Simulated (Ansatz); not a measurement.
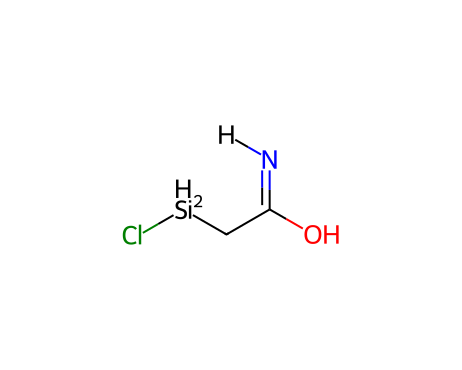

(Drawn from a calculation with Ansatz.)

### Transcribe the drawing into SMILES.

[H]/N=C(/O)C[SiH2]Cl

### What is the molecular formula?

C2H6ClNOSi.

### An optimisation with PBE-D4/def2-SVP gave a structure of which point group?

C1. Other conformers may differ.
